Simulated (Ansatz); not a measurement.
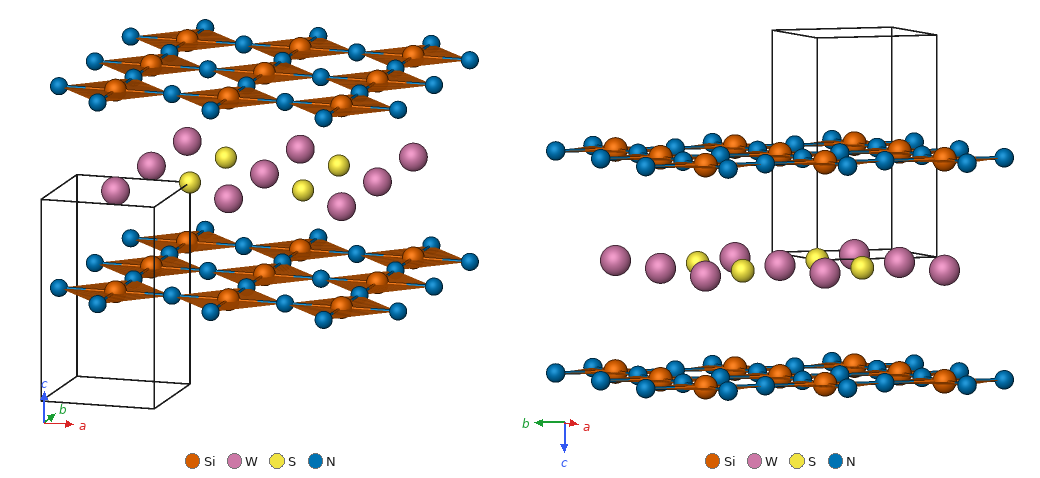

Polyhedra are drawn about Si (bonds: N–Si below 1.9 Å); other atoms are plain spheres. Two views of the same piece.

SiWSN2 (space group P4/mmm, No. 123). Coordinates: the end point of a relaxation with DFT PBE, scalar-relativistic, plane waves, PAW (Ansatz 0.2.0); the starting structure was generated, so it need not be a known form of this composition.

What figure surrounds each Si atom, and what does it share with the other drawn polyhedra?

Si: SiN4 square, sharing corners with four neighbours.

How do these polyhedra hang together as a whole?

They form layers of corner-sharing squares parallel to (001).
